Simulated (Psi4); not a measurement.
# SnS (SMILES [S][Sn]): revB3LYP/STO-6G

Aim: the vertical ionisation energy of SnS at revB3LYP/STO-6G, from 2 runs. 

The results are computed with Psi4 1.11.

7 further runs of the same task are left out: 3 that didn't finish, 4 set aside as unsound or not needed.

### Step 1. Starting point

The species is SnS (2 atoms), meant as a singlet with charge 0. SMILES: `[S][Sn]`. The bond length is the measured one.

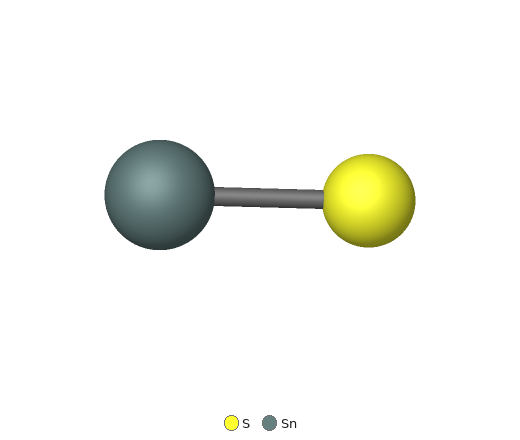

The structure, seen from a chosen angle (sulfur yellow, tin teal).

### Step 2. Energy and forces at revB3LYP/STO-6G

input.inp reads:

```
memory 1.6 GB

molecule mol {
  0 1
  S      0.000000     0.000000     0.000000
  Sn     0.000000     0.000000     2.209026
}

set reference rks
set scf_type pk

gradient("revb3lyp/STO-6G")
print_variables()
```

Launch:

```console
psi4 -n 1 input.inp input.out
```

input.out:

```text
[...]
  Running in c2v symmetry.
[...]
  Nuclear repulsion =  191.641822475606887
[...]
  Multiplicity = 1
[...]
  Nalpha       = 33
  Nbeta        = 33
[...]
    Number of basis functions: 36
[...]
   @RKS iter   1: -6391.23789420488811   -9.38300e-01   5.34971e-02 ADIIS/DIIS
[...]
   @RKS iter  10: -6392.63480979598717   -3.84716e-10   3.17614e-09 DIIS
[...]
    Orbital Energies [Eh]
    ---------------------
    Doubly Occupied:
       1A1  -1029.959632     2A1  -147.791962     1B1  -142.161136
       1B2  -142.161136     3A1  -142.160651     4A1   -88.627689
       5A1   -26.114233     2B2   -24.923041     2B1   -24.923041
       6A1   -24.920990     1A2   -16.991586     7A1   -16.991585
       3B1   -16.989693     3B2   -16.989693     8A1   -16.989220
       9A1    -7.483083    10A1    -5.489141     4B2    -5.483731
       4B1    -5.483731    11A1    -3.752172     5B2    -2.906146
       5B1    -2.906146    12A1    -2.899345    13A1    -0.580861
      14A1    -0.474337     2A2    -0.474329     6B2    -0.470075
       6B1    -0.470075    15A1    -0.459035    16A1    -0.247661
       7B2    -0.131692     7B1    -0.131692    17A1    -0.116060
[...]
  @RKS Final Energy: -6392.63480979598717
   => Energetics <=
    Nuclear Repulsion Energy =            191.6418224756068867
    One-Electron Energy =               -9225.9852621919599187
    Two-Electron Energy =                2792.6375556691250495
    DFT Exchange-Correlation Energy =    -150.9289257487592693
    Empirical Dispersion Energy =           0.0000000000000000
    VV10 Nonlocal Energy =                  0.0000000000000000
    Total Energy =                      -6392.6348097959862571
[...]
 Multipole Moments:
 ------------------------------------------------------------------------------------
     Multipole            Electronic (a.u.)      Nuclear  (a.u.)        Total (a.u.)
 ------------------------------------------------------------------------------------
 L = 1.  Multiply by 2.5417464519 to convert [e a0] to [Debye]
 Dipole X            :          0.0000000            0.0000000            0.0000000
 Dipole Y            :          0.0000000            0.0000000            0.0000000
 Dipole Z            :          9.0189211           -8.7909730            0.2279481
 Magnitude           :                                                    0.2279481
[...]
  -Total Gradient:
     Atom            X                  Y                   Z
    ------   -----------------  -----------------  -----------------
       1       -0.000000000000    -0.000000000000    -0.054610203359
       2       -0.000000000000     0.000000000000     0.054570649870
[...]
```

It took 20 s on 1 thread of AMD EPYC, shared host; peak memory 0.23 GiB.

### Step 3. The doublet cation, same level

job.py reads:

```python
import psi4

psi4.set_memory('1600 MB')
psi4.set_num_threads(1)
psi4.set_output_file('run.log', False)

geom = psi4.geometry("""
1 2
S      0.000000     0.000000     0.000000
Sn     0.000000     0.000000     2.209026
""")

options = {'reference': 'uks', 'scf_type': 'pk'}
psi4.set_options(options)

e, wfn = psi4.gradient('revb3lyp/STO-6G', return_wfn=True)
print('gradient / Eh bohr^-1')
print(e.np.round(6))
print(f'energy = {wfn.energy():.10f} Eh')
```

Launch:

```console
python job.py
```

run.log:

```text
[...]
  Running in c2v symmetry.
[...]
  Nuclear repulsion =  191.641822475606887
[...]
  Multiplicity = 2
[...]
  Nalpha       = 33
  Nbeta        = 32
[...]
    Number of basis functions: 36
[...]
   @UKS iter   1: -6391.12038213233882   -8.20788e-01   4.80624e-02 DIIS/ADIIS
[...]
   @UKS iter  13: -6392.39376499645459    0.00000e+00   1.31096e-09 DIIS
[...]
   @S^2 Observed:                7.554083827E-01
[...]
    Orbital Energies [Eh]
    ---------------------
    Alpha Occupied:
       1A1  -1030.320035     2A1  -148.149684     1B1  -142.519538
       1B2  -142.518946     3A1  -142.518544     4A1   -89.026657
       5A1   -26.468395     2B1   -25.278244     2B2   -25.276439
       6A1   -25.274921     7A1   -17.346364     1A2   -17.346193
       3B1   -17.344715     3B2   -17.343434     8A1   -17.343309
       9A1    -7.865791     4B1    -5.880892    10A1    -5.868091
       4B2    -5.860381    11A1    -4.097514     5B1    -3.253742
       5B2    -3.247573    12A1    -3.243340    13A1    -0.928793
      14A1    -0.819530     2A2    -0.819269     6B1    -0.817292
       6B2    -0.812526    15A1    -0.799815    16A1    -0.549579
       7B1    -0.485653     7B2    -0.443497    17A1    -0.398764
[...]
  @UKS Final Energy: -6392.39376499645459
   => Energetics <=
    Nuclear Repulsion Energy =            191.6418224756068867
    One-Electron Energy =               -9203.1298757998429210
    Two-Electron Energy =                2769.6869735390805545
    DFT Exchange-Correlation Energy =    -150.5926852113000507
    Empirical Dispersion Energy =           0.0000000000000000
    VV10 Nonlocal Energy =                  0.0000000000000000
    Total Energy =                      -6392.3937649964545926
[...]
 Multipole Moments:
 ------------------------------------------------------------------------------------
     Multipole            Electronic (a.u.)      Nuclear  (a.u.)        Total (a.u.)
 ------------------------------------------------------------------------------------
 L = 1.  Multiply by 2.5417464519 to convert [e a0] to [Debye]
 Dipole X            :          0.0000000            0.0000000            0.0000000
 Dipole Y            :          0.0000000            0.0000000            0.0000000
 Dipole Z            :          8.3787216           -8.7909730           -0.4122514
 Magnitude           :                                                    0.4122514
[...]
  -Total Gradient:
     Atom            X                  Y                   Z
    ------   -----------------  -----------------  -----------------
       1        0.000000000000    -0.000000000000     0.038062654502
       2        0.000000000000     0.000000000000    -0.038092721976
[...]
```

Standard output:

```text
gradient / Eh bohr^-1
[[ 0.       -0.        0.038063]
 [ 0.        0.       -0.038093]]
energy = -6392.3937649965 Eh
```

Wall time 21 s (1 thread of AMD EPYC, shared host); peak memory 0.23 GiB.

### Step 4. What came out

At revB3LYP/STO-6G:

```
                                          quantity           value
                         singlet SnS: total energy  -6392.63481 Eh
                        singlet SnS: dipole moment          0.58 D
                          singlet SnS: HOMO energy        -3.16 eV
                          singlet SnS: LUMO energy         1.40 eV
                        singlet SnS: HOMO–LUMO gap         4.56 eV
             singlet SnS: largest force on an atom      2.808 eV/Å
                      doublet cation: total energy  -6392.39376 Eh
doublet cation: HOMO energy (highest over α and β)       -10.69 eV
 doublet cation: LUMO energy (lowest over α and β)        -9.57 eV
                              doublet cation: ⟨S²⟩           0.755
          doublet cation: largest force on an atom      1.959 eV/Å
vertical ionisation energy (to the doublet cation)        6.559 eV
```

In words: Removing an electron at fixed nuclei costs 6.56 eV (151 kcal/mol). The largest force (singlet SnS) is 2.81 eV/Å: the shape isn't a stationary point for this species at this level. The negative HOMO energy of the first species, 3.16 eV, lies 3.40 eV below that difference. In a minimal basis such a difference can be off by several eV, whatever the method. Relativity is left out (singlet SnS) although the molecule holds a heavy atom. Relativity is left out (doublet cation) although the molecule holds a heavy atom.
